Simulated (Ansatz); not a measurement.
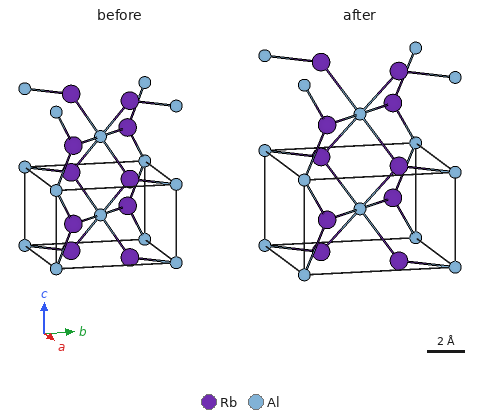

The structure of crystalline Rb₂Al (built on the rutile_136 type) (coarse preliminary run) before (left) and after (right) a relaxation, at one scale.

A ball-and-stick model of the cell of the calculation, repeated 1 × 1 × 2 with one cell outlined, seen slightly off an axis.

Case: rutile type (P4_2/mnm, No. 136).

All numbers below come from Ansatz, DFT PBE, scalar-relativistic, plane waves, PAW. Set-up: plane-wave cutoff 420 eV; k-point mesh 4 × 4 × 4; occupations gaussian; smearing width 0.1 eV; no spin polarisation; cell and atoms relaxed; force threshold 0.04 eV/Å; at most 70 steps.

Q: What changed between the two?

A: The energy falls by 848 meV per atom in 6 accepted moves (7 points after the start). Largest force component: 0.44 eV/Å at the start, 0.0019 eV/Å at the end. The pressure goes from 13.86 to 0.19 GPa. The SCF was repeated once at an unchanged geometry on a basis and grid sized afresh for the cell, which shifted the energy by 15.0 meV per atom at most. The largest moves relative to the cell, 0.13 Å, are those of Rb atoms. Al stays in place. The drawn cell changes as follows: a = b 6.844 → 8.605 Å (+25.7 %), c 4.408 → 5.336 Å (+21.1 %); the volume changes by +91.4 %. Near-neighbour distances that change, for instance: Al–Rb 2.895 → 3.649 Å, Al–Rb 2.962 → 3.596 Å. Bond angles that change, for instance: Rb–Al–Rb 99.1° → 94.0°, Rb–Al–Rb 80.9° → 86.0°, Al–Rb–Al 99.1° → 94.0°. The space group stays P4_2/mnm (No. 136). The run took 28 s on 1 thread of Intel(R) Xeon(R) 6975P-C (Granite Rapids), on a shared host, peak memory 0.58 GiB.
